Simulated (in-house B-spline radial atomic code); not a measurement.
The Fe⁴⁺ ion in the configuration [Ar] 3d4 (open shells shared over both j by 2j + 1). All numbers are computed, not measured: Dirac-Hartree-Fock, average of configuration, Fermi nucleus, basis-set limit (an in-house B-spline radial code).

```
Z = 26
electrons = 22.0
configuration = [Ar] 3d4
hamiltonian = dirac
method = hf
spin_polarised = False
nucleus = fermi
rms_radius = 3.7377
mass_number = 56
atomic_mass = 55.934935537
speed_of_light = 137.035999084
```

Wanted: the electron density ρ(r) on a logarithmic scale.

The density falls from 13000 electrons/bohr³ at the inner end (r = 0.00077 bohr) to 0.001 at r = 2.48 bohr, a common measure of the size of an atom or ion. The steps in the slope mark the shells; the radial density has its minima at 0.089 and 0.44 bohr.

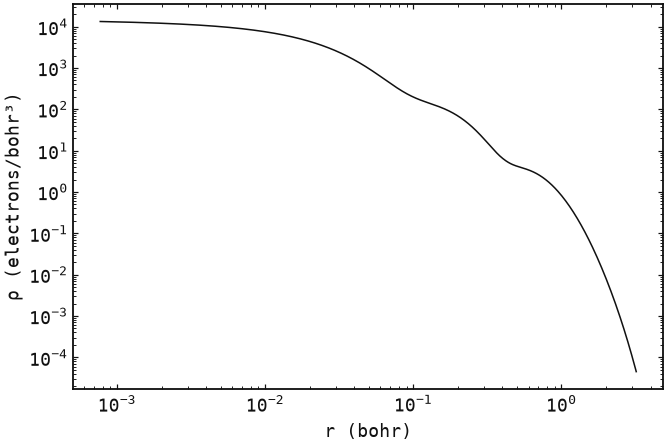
